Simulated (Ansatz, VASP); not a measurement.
# BiN: VASP beside Ansatz

One calculation is typed for both programs; each brings its own data sets. How far apart do they land? The cell is invented: As first built, before any earlier steps moved the atoms (in the runner's words): it takes the GaN structure with some of its atoms replaced by other elements, volume scaled by an estimate. It may not be a known or stable phase. The cell is taken from a series of VASP runs on this material, whose earlier steps may have relaxed, scaled or displaced it; both programs get it as it stands. Valence electrons are named where the data sets of a main pair hold unlike numbers.

Method: plane waves, with VASP 6.6.1 beside it; band structure at HSE06, spin-orbit coupling, in Ansatz 0.2.0.

## Step 1: The structure

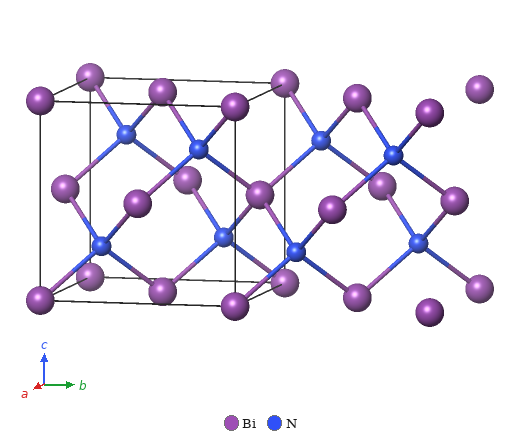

Start, viewed slightly off an axis; bismuth purple, nitrogen blue. 1×2×1 cells are drawn. This picture shows the conventional cell, with its axes. Bonds to atoms that aren't drawn are left out. Some periodic images of atoms are drawn too.

## Step 2: Ansatz: band structure, HSE06, spin-orbit coupling

Ansatz runs on its fully relativistic PAW (standard-fr) files.

With cell and atoms fixed, the geometry can't cause a difference; cores, projectors, grids and the points listed under the comparison can.

input.yaml

```yaml
crystal:
  lattice:
    - [0.0, 2.7780454068, 2.7780454068]
    - [2.7780454068, 0.0, 2.7780454068]
    - [2.7780454068, 2.7780454068, 0.0]
  atoms:
    - { symbol: Bi, position: [0.0, 0.0, 0.0] }
    - { symbol: "N", position: [0.25, 0.25, 0.25] }
hamiltonian:
  xc: { exchange: pbe, correlation: pbe, exx: { coeff: 0.25, omega: 0.2 } }
  pseudopotentials: { kind: paw_fr }
magnetization:
  noncollinear: true
  spin_orbit: true
kpoints:
  mp_grid: { grid: [4, 4, 4] }
  band_path:
    path:
      - [0.0, 0.0, 0.0]
      - [0.5, 0.0, 0.5]
      - [0.5, 0.2, 0.7]
      - [0.4, 0.35, 0.75]
      - [0.15, 0.15, 0.3]
      - [0.2, 0.2, 0.2]
      - [0.55, 0.4, 0.55]
      - [0.6, 0.25, 0.65]
      - [0.5, 0.25, 0.75]
      - [0.5, 0.5, 0.5]
      - [0.375, 0.375, 0.75]
      - [0.5, 0.0, 0.5]
    npoints: 1
scf:
  occupations: { method: gaussian, width: 0.02 }
  n_extra_bands: 14
output:
  forces: true
  stress: true
  eigenvalues: true
```

On the command line:

```console
$ ansatz run input.yaml --threads 4 --pin off --max-ram 9216MiB --backend cpu --events-out ev --progress --plain --runs-dir out
```

Numbers of over 12 decimals in the logs are rounded to 6 here.

What it wrote:

```text
Warning: output.stress: scf.convergence.dr2_threshold = 1e-7 eV (the SCF's general default) is looser than the 2e-10 eV advised for a printed stress (1e-10 eV for each atom of the cell: 2). What an SCF threshold leaves in a stress goes as its square root, and in the free energy as the threshold itself, and one threshold admits the most on a small cell: [figures from the program's tests cut] Set scf.convergence.dr2_threshold to 2e-10 eV or tighter. The threshold is an SCF's pass mark: one that does not reach it within its budget of iterations ends unconverged, or closes short of it on a stop that the run arms, and scf.convergence.dr2_threshold's page says what that costs each kind of run
Warning: output.stress: scf.exx.energy_threshold = 1e-6 eV is looser than the 2e-8 eV advised for a stress under a hybrid functional (1e-8 eV for each atom of the cell: 2). Every SCF of the exchange loop can meet its threshold on dr2 while the loop round them stops early: no threshold on dr2 bounds what that leaves in the stress. Set scf.exx.energy_threshold to 2e-8 eV or tighter. The threshold is the loop's pass mark: a loop that does not reach it within its budget of cycles ends unconverged, and scf.exx.energy_threshold's page has the law
scf.n_extra_bands = 14 over 20 filled bands (N_el = 20.0): the run solves 34 bands
Engine: ansatz 0.2.0, aarch64-unknown-linux-gnu
Pseudopotentials: kind: paw_fr
Pseudopotential: Bi, paw_fr, valence charge 15, recommended cutoff 420 eV (normal), Bi.paw.azcp#standard-fr
Pseudopotential: N, paw_fr, valence charge 5, recommended cutoff 420 eV (normal), N.paw.azcp#standard-fr
Functional definition: unnamed
  parameter a_1 = 0.25
  parameter omega_1 = 0.2/angstrom
  exchange = pbe_x + (-a_1)*pbe_x_sr(omega_1) + a_1*exact_x_sr(omega_1)
  correlation = pbe_c
non-collinear run that drives no moment, with spin-orbit: no starting moment large enough to seed its density (crystal.atoms[].spin), no starting occupations that ask for one, no magnetisation constraint and no magnetic field, so the semilocal B_xc is pinned to zero
Crystal: 2 atoms, lattice volume = 42.879 Å³
Basis set: ecut = 420 eV, 869 PW (Γ), exchange–correlation on 54×54×54 points (8 copies of the dense FFT grid, shifted against one another)
Bands: 34, of which v1, the nominal top of the filled ones, is band 20 counted from 1 (19 counted from 0)
Symmetry: 24 space group operations + 24 with time reversal
Magnetic group: BNS 216.75 (UNI 1577), of the structure as read, at distance tolerance 3.5e-5 Å
k-points: 8 of 64 (time reversal used)
Projection manifold: j_resolved (fully-relativistic pseudo-atomic orbitals)
Non-local potential: Bi, projectors of the file, l = 0: 2, l = 1: 4, l = 2: 4, l = 3: 4
Non-local potential: N, projectors of the file, l = 0: 2, l = 1: 4, l = 2: 2
PAW form: soft (Blöchl's): semilocal exchange-correlation on the pseudo side does not see the compensation charge
PAW frozen core: Bi, regenerated for the run's functional, and the local potential with it (the file was generated under x = pbe(κ = 0.804, μ = 0.219515), c = pbe(β = 0.066725))
PAW frozen core: N, regenerated for the run's functional, and the local potential with it (the file was generated under x = pbe(κ = 0.804, μ = 0.219515), c = pbe(β = 0.066725))
PAW one-centre angular grid: Bi, 590 points (default); XC on 160 Gauss nodes
PAW one-centre angular grid: N, 110 points (default); XC on 64 Gauss nodes
Initial density: superposition of atomic densities (chi_scale 0.1, normalization cell, long waves kept (reshape's long-wave potential 0.00 eV rms))
Initial wavefunctions: pseudopotential atomic-orbital guess
Functional: x = pbe(κ = 0.804, μ = 0.219515), c = pbe(β = 0.066725), warm-up for x = pbe(κ = 0.804, μ = 0.219515) + 0.25 (exact − pbe) at short range (hse, ω = 0.2 Å⁻¹), c = pbe(β = 0.066725)
SCF iter   1: F=—  HF=-12820.898216 eV  |F-HF|=—  |Δ(HF+E_count)|=         —  Δρ=5.50e-2  dr2=2.19e0  dr2_m=0.00e0 (ungated)  ethr=1.00e-1  |M|=0.00e0 ∫|m|=0.00e0 μB  |m|>n=0.0e0 m-floor=0.0e0 τ_xc=0.0e0  β_m=0.30  ⟨swp⟩=6.2  Hψ=966  notcnv=0
preconditioner: auto → Kerker (q_TF=auto, 2.403 Å⁻¹)  [metal: Δε(μ)=0.012 eV  Ē_g=22.303 eV  σ=0.020 eV  W_gap=0.32  n_scr=14 (ndim 8)  ℏωp=25.4 eV  f_vac=0.000  D(μ)=4.85/eV (n_scr^D=64)]
spin=Noncollinear: Kerker preconditioning applied to the charge; magnetization (m_x, m_y, m_z) channels mix plain (no charge-response kernel on spin).
SCF iter   2: F=—  HF=-12820.580857 eV  |F-HF|=—  |Δ(HF+E_count)|=   3.17e-1  Δρ=2.57e-2  dr2=4.81e-1  dr2_m=0.00e0 (ungated)  ethr=1.10e-2  |M|=0.00e0 ∫|m|=0.00e0 μB  |m|>n=0.0e0 m-floor=0.0e0 τ_xc=0.0e0  β_m=0.40  ⟨swp⟩=2.5  Hψ=549  notcnv=0  defer=2
SCF iter   3: F=—  HF=-12820.507741 eV  |F-HF|=—  |Δ(HF+E_count)|=   7.31e-2  Δρ=1.44e-2  dr2=9.41e-2  dr2_m=0.00e0 (ungated)  ethr=2.40e-3  |M|=0.00e0 ∫|m|=0.00e0 μB  |m|>n=0.0e0 m-floor=0.0e0 τ_xc=0.0e0  β_m=0.70  ⟨swp⟩=3.2  Hψ=574  notcnv=0  defer=2
iter 4 solved again at ethr=2.59e-5 eV; its pass at ethr=4.70e-4 eV (dr2=5.17e-3 eV) is discarded
[...]
Frozen-core exchange: fock
SCF iter   1: F=—  HF=-12794.174550 eV  |F-HF|=—  |Δ(HF+E_count)|=         —  Δρ=7.62e-4  dr2=3.85e-4  dr2_m=0.00e0 (ungated)  ethr=6.14e-5  |M|=0.00e0 ∫|m|=0.00e0 μB  |m|>n=0.0e0 m-floor=0.0e0 τ_xc=0.0e0  β_m=0.30  ⟨swp⟩=2.2  Hψ=550  notcnv=0
preconditioner: auto → none  [insulator: Δε(μ)=0.266 eV  Ē_g=15.473 eV  σ=0.020 eV  W_gap=1.00  n_scr=14 (ndim 8)  ℏωp=17.9 eV  f_vac=0.018  D(μ)=0.00/eV (n_scr^D=0)]
SCF iter   2: F=—  HF=-12794.174481 eV  |F-HF|=—  |Δ(HF+E_count)|=   6.92e-5  Δρ=8.29e-5  dr2=3.11e-5  dr2_m=0.00e0 (ungated)  ethr=1.67e-6  |M|=0.00e0 ∫|m|=0.00e0 μB  |m|>n=0.0e0 m-floor=0.0e0 τ_xc=0.0e0  β_m=0.65  ⟨swp⟩=3.2  Hψ=546  notcnv=0  defer=1
SCF iter   3: F=-12794.174636 eV  HF=-12794.174642 eV  |F-HF|=5.80e-6  |Δ(HF+E_count)|=   1.61e-4  Δρ=1.29e-4  dr2=1.08e-5  dr2_m=0.00e0 (ungated)  ethr=7.60e-9  |M|=0.00e0 ∫|m|=0.00e0 μB  |m|>n=0.0e0 m-floor=0.0e0 τ_xc=0.0e0  ⟨swp⟩=4.8  Hψ=889  notcnv=0
SCF 3 stopped early in 3 iterations: F = -12794.174636 eV  dr2 = 1.08e-5
hybrid outer 2: dexx = +1.922e-4 eV, tail = 3.28e-5 eV, Δε = 5.73e-2 eV (about 6.95e-3 eV left of the loop's levels)
Projection manifold: j_resolved (fully-relativistic pseudo-atomic orbitals)
Exchange kernel: α = 0.2500, screened, ω = 0.2000 Å⁻¹, Wigner–Seitz truncation, v(0) = 1099.3072 eV·Å³, q-mesh 4×4×4, nearest image of the exchange supercell L = 15.71 Å, pair-density grid 18×18×18, without the augmentation charges, whose exchange is taken in its separable form by FFT convolution over the k-point mesh (sized by the pseudopotential files, 24×24×24 at the most), smooth part of the exact exchange by density-matrix convolution
Frozen-core exchange: fock
SCF iter   1: F=—  HF=-12794.174610 eV  |F-HF|=—  |Δ(HF+E_count)|=         —  Δρ=7.16e-5  dr2=5.21e-6  dr2_m=0.00e0 (ungated)  ethr=5.77e-7  |M|=0.00e0 ∫|m|=0.00e0 μB  |m|>n=0.0e0 m-floor=0.0e0 τ_xc=0.0e0  β_m=0.30  ⟨swp⟩=2.9  Hψ=557  notcnv=0
preconditioner: auto → none  [insulator: Δε(μ)=0.280 eV  Ē_g=15.469 eV  σ=0.020 eV  W_gap=1.00  n_scr=14 (ndim 8)  ℏωp=17.9 eV  f_vac=0.018  D(μ)=0.00/eV (n_scr^D=0)]
SCF iter   2: F=—  HF=-12794.174609 eV  |F-HF|=—  |Δ(HF+E_count)|=   7.31e-7  Δρ=1.63e-5  dr2=2.05e-6  dr2_m=0.00e0 (ungated)  ethr=1.72e-8  |M|=0.00e0 ∫|m|=0.00e0 μB  |m|>n=0.0e0 m-floor=0.0e0 τ_xc=0.0e0  β_m=0.58  ⟨swp⟩=2.6  Hψ=448  notcnv=0
SCF iter   3: F=—  HF=-12794.174647 eV  |F-HF|=—  |Δ(HF+E_count)|=   3.75e-5  Δρ=4.25e-5  dr2=1.03e-6  dr2_m=0.00e0 (ungated)  ethr=4.87e-10  |M|=0.00e0 ∫|m|=0.00e0 μB  |m|>n=0.0e0 m-floor=0.0e0 τ_xc=0.0e0  β_m=0.58  ⟨swp⟩=4.9  Hψ=844  notcnv=0
SCF iter   4: F=—  HF=-12794.174646 eV  |F-HF|=—  |Δ(HF+E_count)|=   2.64e-7  Δρ=5.75e-6  dr2=3.21e-8  dr2_m=0.00e0 (ungated)  ethr=4.87e-10  |M|=0.00e0 ∫|m|=0.00e0 μB  |m|>n=0.0e0 m-floor=0.0e0 τ_xc=0.0e0  β_m=0.65  ⟨swp⟩=3.6  Hψ=607  notcnv=0
SCF iter   5: F=—  HF=-12794.174646 eV  |F-HF|=—  |Δ(HF+E_count)|=   1.35e-9  Δρ=2.08e-6  dr2=2.55e-8  dr2_m=0.00e0 (ungated)  ethr=4.08e-11  |M|=0.00e0 ∫|m|=0.00e0 μB  |m|>n=0.0e0 m-floor=0.0e0 τ_xc=0.0e0  β_m=0.65  ⟨swp⟩=3.0  Hψ=668  notcnv=0
SCF iter   6: F=-12794.174647 eV  HF=-12794.174647 eV  |F-HF|=9.03e-9  |Δ(HF+E_count)|=   1.62e-7  Δρ=4.74e-6  dr2=1.22e-8  dr2_m=0.00e0 (ungated)  ethr=6.89e-12  |M|=0.00e0 ∫|m|=0.00e0 μB  |m|>n=0.0e0 m-floor=0.0e0 τ_xc=0.0e0  ⟨swp⟩=5.1  Hψ=818  notcnv=0
SCF 4 converged in 6 iterations: F = -12794.174647 eV  dr2 = 1.22e-8
  Residual-converged pass: ⟨swp⟩=2.0  Hψ=427  notcnv=0  max |occ|·‖R‖ = 2.3e-6 eV (tolerance 2.4e-6 eV)  dr2=1.22e-8  dr2_m=0.00e0 (ungated)  dr2_onsite=2.70e-10  max |Δocc| = 8.2e-32
hybrid outer 3: dexx = +8.273e-7 eV, tail = 2.57e-8 eV, Δε = 3.14e-3 eV (about 1.88e-4 eV left of the loop's levels)
NSCF: frozen V_eff on 12 k-points
hybrid SCF converged: 3 outer / 16 inner (+11 warm-up), last move |dexx| = 8.27e-7 eV, tail = 2.57e-8 eV
Magnetization: |M| = 0.0000 μB,  M = (+0.0000, +0.0000, +0.0000) μB
Absolute magnetization: 0.0000 μB (∫|m|)
  site 0: m = (+0.0000, +0.0000, +0.0000) μB, |m| = 0.0000 μB  (R = 0.99 Å)
  site 1: m = (+0.0000, +0.0000, +0.0000) μB, |m| = 0.0000 μB  (R = 0.99 Å)
Free energy (F): -12794.174647 eV
Frozen-core exchange: fock
Harris-Foulkes:  -12794.174647 eV  (|F-HF|=9.03e-9)
Internal energy: -12794.174647 eV  (E = F + TS)
E sigma→0 (E₀):  -12794.174647 eV
Fermi energy:    9.580289 eV
--- Per-component energies (eV) ---
  E_band       = -136.814505
  E_kinetic    = 426.325130
  E_local      = -1730.601438  (includes V_loc(G=0)·N_el)
  E_nonlocal   = 609.896763
  E_hartree    = 558.425262
  E_xc         = -169.395273
  E_vxc        = -175.171449  (∫ρ·V_xc dr)
  E_exx        = -47.701251  (= α·E_x^exact, valence–valence)
  E_paw        = -10800.066099  (= ΣΔE_a)
  E_vpaw       = -288.713758  (= ΣTr[D̂ρ^β])
  E_aug_tail   = -0.000304  (compensation charges beyond the density's cutoff)
  E_ewald      = -1641.193131
  E_core_change = 0.135694  (= ΣΔE_core)
  E_smearing   = -0.000000  (= −TS)
  E_closure    = 0.000000  (closes the sum)
  Σ components = -12794.174647   (vs F -12794.174647, Δ=-1.82e-12)
--- Forces (eV/Å), atoms counted from 1 ---
  atom   1  Bi    -0.00000000     0.00000000    -0.00000000
  atom   2  N      0.00000000    -0.00000000    -0.00000000
  max |Σ_I F_I| component: 4.44e-16 eV/Å
--- Stress (GPa, compression-positive) ---
       -2.883714      -0.000000      -0.000000
       -0.000000      -2.883714       0.000000
        0.000000       0.000000      -2.883714
  P = ⅓ Tr σ = -2.8837 GPa (-28.837 kbar)
--- Band table (eV; the first three rows and the last of 8) ---
  k-point 0: bands = [... 16 lower, 6.8643, 6.8643, 6.8643, 6.8643, 10.7960, 10.7960, 13.6599, 13.6599, ... 10 higher]
  k-point 1: bands = [... 16 lower, 6.4267, 6.4445, 6.5477, 6.5477, 11.3972, 11.3972, 12.8799, 12.8799, ... 10 higher]
  k-point 2: bands = [... 16 lower, 6.0734, 6.0734, 6.0812, 6.0812, 12.2865, 12.2865, 13.1862, 13.1862, ... 10 higher]
  k-point 7: bands = [... 16 lower, 4.1904, 4.2108, 9.4399, 9.7207, 10.8328, 11.5539, 11.8531, 12.6681, ... 10 higher]
```

The job ended after 85 s (4 threads of Arm Neoverse V2, shared host; peak memory 0.9 GiB).

In the SCF lines HF is the Harris–Foulkes energy and dr2 the Hartree energy of the density residual, in eV; the loop may stop once dr2 is under the threshold and the program's other checks hold. Hψ counts applications of the Hamiltonian.

(Continued in part 2 of 2.)

[Lines on the potential files, build, host, timing and source positions are cut from VASP's logs without a mark.]

[Logs are printed without paths, hosts, clocks, repeated set-up lines and the standing remarks that a program may print on its own settings, such as how far it seeks lower states.]

[Hosts, paths, dates, database ids (printed as entryN), source tags and the programs' standing remarks are cut or masked in the printed files.]
